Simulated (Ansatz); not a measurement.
System: F6Ge (charge −2).

Input file:

```
crystal:
  periodic: [false, false, false]
  atoms:
    - { symbol: Ge, position_ang: [0.0, 0.0, 0.0] }
    - { symbol: F, position_ang: [1.82, 0.0, 0.0] }
    - { symbol: F, position_ang: [-1.82, 0.0, 0.0] }
    - { symbol: F, position_ang: [0.0, 1.82, 0.0] }
    - { symbol: F, position_ang: [0.0, -1.82, 0.0] }
    - { symbol: F, position_ang: [0.0, 0.0, 1.82] }
    - { symbol: F, position_ang: [0.0, 0.0, -1.82] }
total_charge: -2
basis:
  gaussian: { orbitals: def2-SVP }
hamiltonian:
  xc: b3lyp
relax:
  f_tol: 0.004
  max_steps: 200
output:
  orbitals: {}
```

Run with:

```sh
ansatz run input.yaml --threads 4 --pin off --max-ram 8192MiB --backend cpu --events-out ev --progress --plain --runs-dir out
```

The fields are those of the relaxed geometry.

The highest occupied orbital lies above zero, a sign that basis and functional describe the outermost electron poorly.

Theory: Ansatz, DFT B3LYP, Gaussian basis def2-SVP.

### What will maps of the electron density and electron localisation function show?

Ge–F (1.83 Å): the density is about 0.73 e/Å³ at the midpoint; the ELF peaks at about 0.85 in the valence shell of F, 0.6 Å from its nucleus, and is about 0.20 at the midpoint.

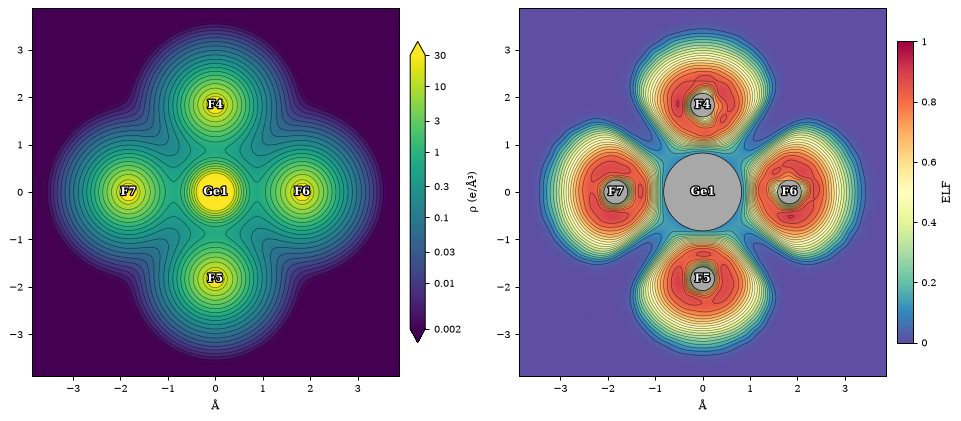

Computed electron density and electron localisation function on the plane of atoms F4, Ge1 and F7, in this order. Grey discs cover the atomic cores in the ELF map. 
